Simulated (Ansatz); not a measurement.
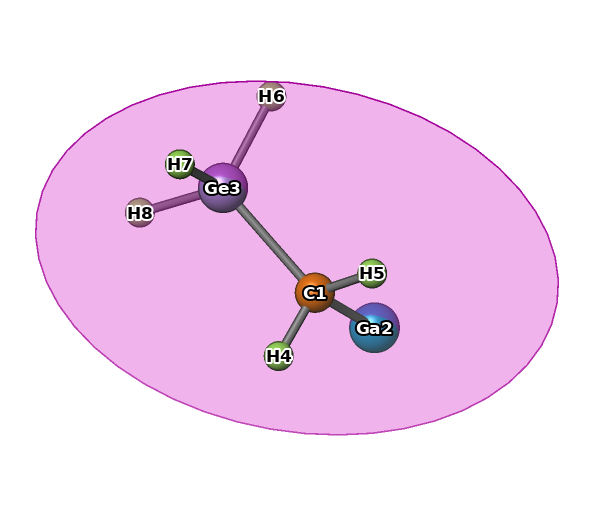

A disc through the centre of mass is drawn in. Distant atoms are faded towards the background colour. Computed geometry: PBE0-D4/def2-TZVP optimisation.

Is the plane of the disc a mirror plane of the structure?

No. The point group is Cs, with 1 mirror plane, and this plane isn't one of its mirror planes.
